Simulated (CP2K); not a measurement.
# GFN2-xTB run of GaSiH4OF (SMILES [F][GaH][O][SiH3])

What is the energy change on altering one bond length of GaSiH4OF at GFN2-xTB? 

Program for the calculation: CP2K 2026.2.

1 further run of the same task is left out (it didn't finish).

### Step 1. The structure to begin with

GaSiH4OF: 8 atoms, total charge 0, spin state singlet. As SMILES, `[F][GaH][O][SiH3]`. Geometry: relaxed at PBE0-D4/def2-TZVP. This is one conformer, not always the lowest.

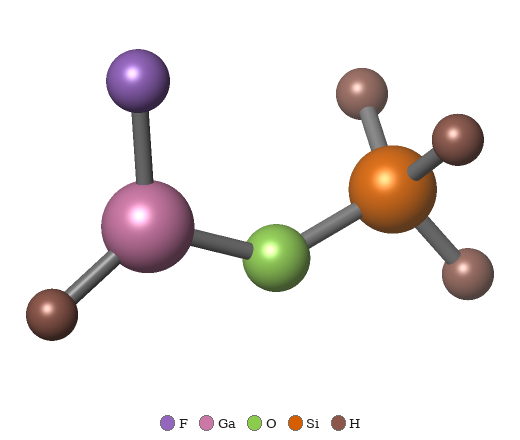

Viewed from a chosen angle; fluorine purple, gallium pink, oxygen green, silicon orange, hydrogen brown.

### Step 2. The energy at GFN2-xTB

File molecule.pdb:

```
HETATM    1 F    MOL A   1       0.857   1.472   1.846  1.00  0.00           F
HETATM    2 Ga   MOL A   1       1.324   1.220   0.178  1.00  0.00          GA
HETATM    3 O    MOL A   1       0.322   0.025  -0.644  1.00  0.00           O
HETATM    4 Si   MOL A   1      -0.953  -0.946  -0.299  1.00  0.00          SI
HETATM    5 H    MOL A   1       2.493   1.984  -0.463  1.00  0.00           H
HETATM    6 H    MOL A   1      -1.288  -1.717  -1.523  1.00  0.00           H
HETATM    7 H    MOL A   1      -0.619  -1.894   0.797  1.00  0.00           H
HETATM    8 H    MOL A   1      -2.137  -0.144   0.109  1.00  0.00           H
END
```

File calc.inp:

```
&GLOBAL
  PROJECT calc
  RUN_TYPE ENERGY
  PRINT_LEVEL MEDIUM
&END GLOBAL

&FORCE_EVAL
  METHOD QUICKSTEP
  &DFT
    CHARGE 0
    MULTIPLICITY 1
    # Quickstep
    &QS
      METHOD XTB
      EPS_DEFAULT 1.0E-10
      &XTB
        GFN_TYPE TBLITE
        &TBLITE
          METHOD GFN2
        &END TBLITE
        CHECK_ATOMIC_CHARGES F
      &END XTB
    &END QS
    &POISSON
      PERIODIC NONE
      POISSON_SOLVER ANALYTIC
    &END POISSON
    # SCF settings
    &SCF
      SCF_GUESS ATOMIC
      EPS_SCF 1.0E-07
      MAX_SCF 150
      ADDED_MOS 2
      &DIAGONALIZATION
        ALGORITHM STANDARD
      &END DIAGONALIZATION
      &MIXING
        METHOD DIRECT_P_MIXING
        ALPHA 0.4
      &END MIXING
      &SMEAR ON
        METHOD FERMI_DIRAC
        ELECTRONIC_TEMPERATURE [K] 300
      &END SMEAR
    &END SCF
    # extra output
    &PRINT
      &MOMENTS
        PERIODIC F
        REFERENCE COM
        MAX_MOMENT 1
      &END MOMENTS
      &MO ON
        ENERGIES T
        OCCUPATION_NUMBERS T
        NDIGITS 6
        &EACH
          QS_SCF 0
        &END EACH
        ADD_LAST NUMERIC
      &END MO
      &HIRSHFELD OFF
      &END HIRSHFELD
    &END PRINT
  &END DFT
  # structure
  &SUBSYS
    # box in angstrom
    &CELL
      ABC [angstrom] 12.6 11.9 11.4
      PERIODIC NONE
    &END CELL
    &TOPOLOGY
      COORD_FILE_NAME molecule.pdb
      COORD_FILE_FORMAT PDB
      CONN_FILE_FORMAT OFF
      &CENTER_COORDINATES
      &END CENTER_COORDINATES
    &END TOPOLOGY
  &END SUBSYS
&END FORCE_EVAL
```

Started as:

```sh
$ OMP_NUM_THREADS=1 cp2k.psmp -i calc.inp > calc.out 2>&1
```

What it wrote (excerpt; [...] marks lines left out):

```text
CP2K| version string:                                       CP2K version 2026.2
[...]
 GLOBAL| Method name                                                        CP2K
[...]
 GLOBAL| Run type                                                         ENERGY
[...]
                             - Atoms:                                          8
[...]
                             - Spherical basis functions:                     30
[...]
 Number of electrons:                                                         24
[...]
  *** SCF run converged in    17 steps ***
[...]
  Fermi energy:                                                -0.32351527158686
[...]
 TB_DIPOLE| Moment [Debye]          0.08174711      -0.49692258      -1.44088450
 TB_DIPOLE| Derivative [a.u.]       0.00000000       0.00000000       0.00000000
[...]
 ENERGY| Total FORCE_EVAL ( QS ) energy [hartree]            -13.911914783073659
[...]
```

Wall time 4.2 s (1 thread of AMD EPYC (Zen 3), shared host); peak memory 0.18 GiB.

### Step 3. The distorted shape at the same level

File molecule.pdb:

```
HETATM    1 F    MOL A   1       1.048   1.618   1.794  1.00  0.00           F
HETATM    2 Ga   MOL A   1       1.515   1.366   0.126  1.00  0.00          GA
HETATM    3 O    MOL A   1       0.513   0.170  -0.696  1.00  0.00           O
HETATM    4 Si   MOL A   1      -0.953  -0.946  -0.299  1.00  0.00          SI
HETATM    5 H    MOL A   1       2.684   2.130  -0.515  1.00  0.00           H
HETATM    6 H    MOL A   1      -1.288  -1.717  -1.523  1.00  0.00           H
HETATM    7 H    MOL A   1      -0.619  -1.894   0.797  1.00  0.00           H
HETATM    8 H    MOL A   1      -2.137  -0.144   0.109  1.00  0.00           H
END
```

File gas.inp:

```
&GLOBAL
  PROJECT gas
  RUN_TYPE ENERGY
  PRINT_LEVEL MEDIUM
&END GLOBAL

&FORCE_EVAL
  METHOD QS
  &DFT
    &QS
      METHOD XTB
      EPS_DEFAULT 1.0E-10
      &XTB
        GFN_TYPE TBLITE
        &TBLITE
          METHOD GFN2
        &END TBLITE
        CHECK_ATOMIC_CHARGES F
      &END XTB
    &END QS
    &POISSON
      PERIODIC NONE
      POISSON_SOLVER ANALYTIC
    &END POISSON
    &SCF
      SCF_GUESS ATOMIC
      EPS_SCF 1.0E-07
      MAX_SCF 150
      ADDED_MOS 2
      &DIAGONALIZATION
        ALGORITHM STANDARD
      &END DIAGONALIZATION
      &MIXING
        METHOD DIRECT_P_MIXING
        ALPHA 0.4
      &END MIXING
      &SMEAR ON
        METHOD FERMI_DIRAC
        ELECTRONIC_TEMPERATURE [K] 300
      &END SMEAR
    &END SCF
    &PRINT
      &MOMENTS
        PERIODIC F
        REFERENCE COM
        MAX_MOMENT 1
      &END MOMENTS
      &MO ON
        ENERGIES T
        OCCUPATION_NUMBERS T
        NDIGITS 6
        &EACH
          QS_SCF 0
        &END EACH
        ADD_LAST NUMERIC
      &END MO
      &HIRSHFELD OFF
      &END HIRSHFELD
    &END PRINT
  &END DFT
  &SUBSYS
    &CELL
      ABC 12.8 12 11.3
      PERIODIC NONE
    &END CELL
    &TOPOLOGY
      COORD_FILE_NAME molecule.pdb
      COORD_FILE_FORMAT PDB
      CONN_FILE_FORMAT OFF
      &CENTER_COORDINATES
      &END CENTER_COORDINATES
    &END TOPOLOGY
  &END SUBSYS
&END FORCE_EVAL
```

Started as:

```sh
$ OMP_NUM_THREADS=1 cp2k.psmp -i gas.inp > gas.out 2>&1
```

What it wrote (excerpt; [...] marks lines left out):

```text
CP2K| version string:                                       CP2K version 2026.2
[...]
 GLOBAL| Method name                                                        CP2K
[...]
 GLOBAL| Run type                                                         ENERGY
[...]
                             - Atoms:                                          8
[...]
                             - Spherical basis functions:                     30
[...]
 Number of electrons:                                                         24
[...]
  *** SCF run converged in    22 steps ***
[...]
  Fermi energy:                                                -0.31104246554972
[...]
 TB_DIPOLE| Moment [Debye]         -1.41929051      -1.79346423      -1.42569268
 TB_DIPOLE| Derivative [a.u.]       0.00000000       0.00000000       0.00000000
[...]
 ENERGY| Total FORCE_EVAL ( QS ) energy [hartree]            -13.893534495293064
[...]
```

Run time: 3.3 s. Hardware: 1 thread of AMD EPYC (Zen 3), shared host; peak memory 0.18 GiB.

### Step 4. What came out

At GFN2-xTB:

| quantity | value |
| --- | --- |
| first shape: total energy | -13.91191 Eh |
| first shape: dipole moment (from atomic charges alone) | 1.53 D |
| first shape: HOMO energy | -11.40 eV |
| first shape: LUMO energy | -7.91 eV |
| first shape: HOMO–LUMO gap | 3.49 eV |
| first shape: dispersion energy | -11.08 kJ/mol |
| distorted shape: total energy | -13.89353 Eh |
| distorted shape: dipole moment (from atomic charges alone) | 2.70 D |
| distorted shape: HOMO energy | -11.76 eV |
| distorted shape: LUMO energy | -7.57 eV |
| distorted shape: HOMO–LUMO gap | 4.19 eV |
| distorted shape: dispersion energy | -10.44 kJ/mol |
| energy change with the O3–Si4 bond stretched from 1.639 to 1.885 Å | 0.500 eV |

In words: With the O3–Si4 bond stretched from 1.639 to 1.885 Å the energy rises by 0.50 eV (11.5 kcal/mol). The first shape isn't relaxed at this level, so the change isn't measured from a minimum. The dipole (first shape) comes from point charges on the atoms alone, without atomic dipoles, so it is partial. The dipole (distorted shape) comes from point charges on the atoms alone, without atomic dipoles, so it is partial.
